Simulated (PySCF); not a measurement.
# One shape, several levels: C4H5F (SMILES C=C/C=C\F)

Wanted: a comparison of 5 runs (HF/STO-3G, HF/def2-SVP, PBE0/def2-SVP, CAM-B3LYP/def2-SVPD, SVWN5/def2-TZVP) of C4H5F. The job is set up through a Python script.

Program for the calculation: PySCF 2.14.0.

### 1 The molecule

C4H5F has 10 atoms, charge 0, and is taken as a singlet. SMILES: `C=C/C=C\F`. Geometry: relaxed at GFN2-xTB. This is one conformer, not always the lowest.

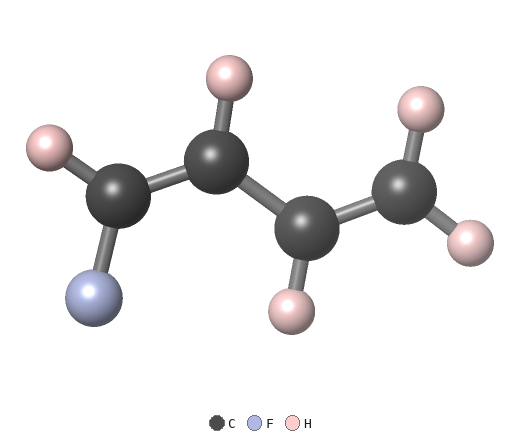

The structure, seen from a chosen angle (carbon dark grey, fluorine light blue, hydrogen pink).

### 2 Energy and gradient at HF/STO-3G (run 1)

Contents of start.xyz:

```xyz
10

C     -1.816960    -0.209680     0.261110
C     -0.573580    -0.416470    -0.158510
C      0.533460     0.447480     0.184550
C      1.785730     0.260920    -0.219190
F      2.145500    -0.772150    -0.998720
H     -2.068190     0.628500     0.890640
H     -2.623890    -0.868540    -0.006360
H     -0.338030    -1.262580    -0.789510
H      0.327500     1.301960     0.811440
H      2.628470     0.890560     0.024550
```

Contents of input.py:

```python
from pyscf import gto

mol = gto.M(
    atom='start.xyz',
    basis='sto-3g',
    spin=0,
    max_memory=1860,
    verbose=4,
)

mf = mol.RHF()
mf.conv_tol = 1e-10
mf.kernel()
if not mf.converged:
    mf = mf.newton().run(mf.mo_coeff, mf.mo_occ)

etot = mf.e_tot
print('Final energy', etot)
grad = mf.nuc_grad_method().kernel()
dip = mf.dip_moment()
pop, q = mf.mulliken_pop()
```

On the command line:

```bash
$ OMP_NUM_THREADS=1 python input.py
```

Output:

```text
PySCF version 2.14.0

[... 66 lines left out ...]
converged SCF energy = -250.476868308343
Final energy -250.47686830834274
[... 11 lines left out ...]
Dipole moment(X, Y, Z, Debye): -0.02353,  0.69743,  0.47960
[... 41 lines left out ...]
charge of    9H =      0.07064
```

Run time: 2.4 s. Hardware: 1 thread of Intel Xeon at 2.50GHz (Skylake/Cascade Lake), shared host; peak memory 0.12 GiB.

### 3 Energy and gradient at HF/def2-SVP (run 2)

Contents of run.py:

```python
import pyscf.grad
from pyscf import gto, scf

mol = gto.Mole()
mol.atom = '''
C       -1.816960      -0.209680       0.261110
C       -0.573580      -0.416470      -0.158510
C        0.533460       0.447480       0.184550
C        1.785730       0.260920      -0.219190
F        2.145500      -0.772150      -0.998720
H       -2.068190       0.628500       0.890640
H       -2.623890      -0.868540      -0.006360
H       -0.338030      -1.262580      -0.789510
H        0.327500       1.301960       0.811440
H        2.628470       0.890560       0.024550
'''
mol.basis = 'def2-svp'
mol.verbose = 4
mol.max_memory = 1860
mol.charge = 0
mol.build()

calc0 = scf.RHF(mol)
calc0.conv_tol = 1e-10
calc0.kernel()
if not calc0.converged:
    calc0 = calc0.newton().run(calc0.mo_coeff, calc0.mo_occ)

e_tot = calc0.e_tot
print('Final energy', e_tot)
grad = calc0.Gradients().kernel()
dip = calc0.dip_moment()
pop, q = calc0.mulliken_pop()
```

On the command line:

```bash
$ OMP_NUM_THREADS=1 python run.py
```

Output:

```text
PySCF version 2.14.0

[... 68 lines left out ...]
converged SCF energy = -253.578210702783
Final energy -253.57821070278325
[... 11 lines left out ...]
Dipole moment(X, Y, Z, Debye): -0.36202,  1.24781,  0.92998
[... 106 lines left out ...]
charge of    9H =      0.05879
```

Wall time 14 s (1 thread of Intel Xeon at 2.50GHz (Skylake/Cascade Lake), shared host); peak memory 0.2 GiB.

Runs 3 to 4 aren't shown in full; the table further down has their settings and results.

### 4 Energy and gradient at SVWN5/def2-TZVP (run 5)

Contents of calc.py:

```python
# C=C/C=C\F
from pyscf import gto, dft

mol = gto.M(
    atom=[
    ('C', (-1.816960, -0.209680, 0.261110)),
    ('C', (-0.573580, -0.416470, -0.158510)),
    ('C', (0.533460, 0.447480, 0.184550)),
    ('C', (1.785730, 0.260920, -0.219190)),
    ('F', (2.145500, -0.772150, -0.998720)),
    ('H', (-2.068190, 0.628500, 0.890640)),
    ('H', (-2.623890, -0.868540, -0.006360)),
    ('H', (-0.338030, -1.262580, -0.789510)),
    ('H', (0.327500, 1.301960, 0.811440)),
    ('H', (2.628470, 0.890560, 0.024550)),
],
    spin=0,
    basis='def2-tzvp',
    charge=0,
    max_memory=1860,
    verbose=3,
)

calc0 = dft.RKS(mol, xc='svwn')
calc0.grids.level = 5
calc0.conv_tol = 1e-10
calc0.kernel()
if not calc0.converged:
    calc0 = calc0.newton().run(calc0.mo_coeff, calc0.mo_occ)

e_tot = calc0.e_tot
print('Final energy', e_tot)
grad = calc0.nuc_grad_method().kernel()
dip = calc0.dip_moment()
pop, q = calc0.mulliken_pop()
```

On the command line:

```bash
$ OMP_NUM_THREADS=1 python calc.py
```

Output:

```text
converged SCF energy = -253.248616894575
Final energy -253.24861689457495
[... 8 lines left out ...]
Dipole moment(X, Y, Z, Debye): -0.18499,  0.94389,  0.68533
[... 196 lines left out ...]
charge of    9H =      0.14194
```

Wall time 3.3 min (1 thread of Intel Xeon at 2.50GHz (Skylake/Cascade Lake), shared host); peak memory 1.8 GiB.

### 5 The series

```
run                level  integration grid  energy (Eh)  dipole moment (D)  HOMO energy (eV)  LUMO energy (eV)  wall time
  1            HF/STO-3G                 –  -250.476868               0.85             -6.94              6.59      2.4 s
  2          HF/def2-SVP                 –  -253.578211               1.60             -8.96              3.16       14 s
  3        PBE0/def2-SVP                 5  -254.749525               1.23             -6.68             -0.69       68 s
  4  CAM-B3LYP/def2-SVPD                 5  -254.935606               1.39             -8.10              0.17      4 min
  5      SVWN5/def2-TZVP                 5  -253.248617               1.18             -5.94             -2.03    3.3 min
```

### 6 What came out

```
                       quantity          value
            run 5: total energy  -253.24862 Eh
           run 5: dipole moment         1.18 D
             run 5: HOMO energy       -5.94 eV
             run 5: LUMO energy       -2.03 eV
           run 5: HOMO–LUMO gap        3.91 eV
run 5: largest force on an atom     0.941 eV/Å
```

The dipole moment (its size) runs from 0.85 D (HF/STO-3G) to 1.60 D (HF/def2-SVP). The HOMO–LUMO gap runs from 3.91 eV (SVWN5/def2-TZVP) to 13.54 eV (HF/STO-3G). The two ends differ in method and basis. Totals of different functionals can't be ranked against each other. In run 1 the basis is minimal, so the values are rough. All runs together took 8.7 min, the longest 4 min.
